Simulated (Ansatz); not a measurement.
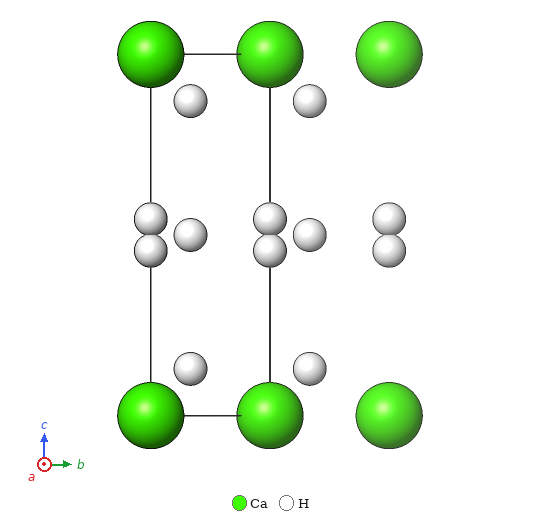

Projection along an edge of the hexagonal mesh, stacking direction c upwards. Every atom sits on one of the three columns of the mesh; call them A, B, C in the order in which they first turn up. The sequence starts with the first layer at or above the cell's origin.

CaH₅. Coordinates: the geometry relaxed with DFT PBE, scalar-relativistic, plane waves, PAW (Ansatz 0.2.0); the starting structure was generated, so it need not be a known form of this composition.

Q: Read off the stacking sequence over one period.

A: Ca(A) – H(B) – H(A) – H(B) – H(A) – H(B) (six layers in 8.91 Å).

Q: How are the H layers alone stacked?

A: H layers alone: BABAB, a sequence in which some neighbouring layers lie directly above each other.

Q: Which positions between or in the H layers do the other atoms fill?

A: Ca: one trigonal-prismatic site (per hexagonal cell). Four of the five gaps between H layers are empty.
